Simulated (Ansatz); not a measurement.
Base system: NaI in the zinc blende structure (space group F-43m, No. 216; a = 7.088 Å; a hypothetical phase, not in the database extracts checked).

It is then changed as follows: the cell is scaled by 0.9778 in all directions; the atoms relax in the strained cell.

Computed with r2SCAN in Ansatz (plane waves to 500 eV, PAW, spin-orbit coupling left out).

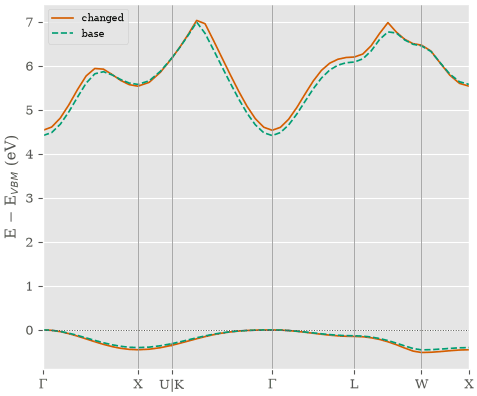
Fig. 1. Highest valence and lowest conduction band along the path, each from its own valence-band maximum

The gap is 4.54 eV, direct at Γ; the base has 4.42 eV.

With I present, leaving out spin-orbit coupling can change the band edges. No phonon test of stability was made.

Ansatz is a program for electronic structure.
